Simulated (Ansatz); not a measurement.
The reference is ZnS in the zinc blende structure (space group F-43m, No. 216; a = 5.3891 Å). Axes: x, y, z lie along the cube axes.

Now apply this change: tensile biaxial strain of 0.42 % in the plane normal to [111], as in epitaxy on a mismatched substrate; the out-of-plane cell vector and the atoms relax.

Calculations: r2SCAN/PAW in Ansatz (an electronic-structure program), no spin-orbit coupling.

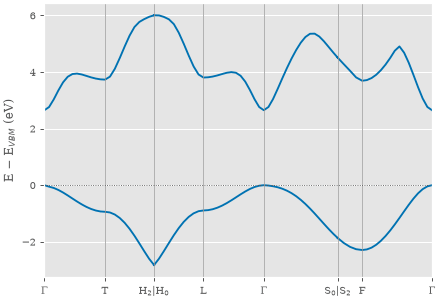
Highest valence and lowest conduction band along the path of the changed cell's own zone

The gap is 2.65 eV, direct at Γ; the base has 2.70 eV.

Whether these cells are dynamically stable was not tested. k-point labels follow each cell's own Brillouin zone.
